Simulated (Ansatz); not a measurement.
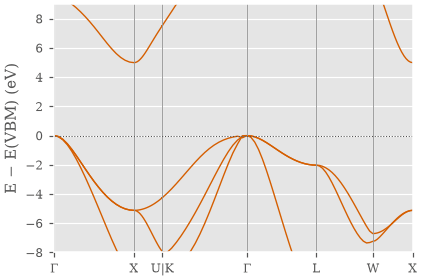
Band structure from r²SCAN in the plane-wave PAW code Ansatz

Read off the gap and where the band edges lie.

About 5.0 eV (4.99 eV by a search for the band edges); maximum at Γ, minimum at X.

The material is BN (zinc blende, F-43m).

Symmetry was held in the r²SCAN relaxation; phonons on a q-mesh show no instability.

Potentials: the earlier of the program's two PAW sets.
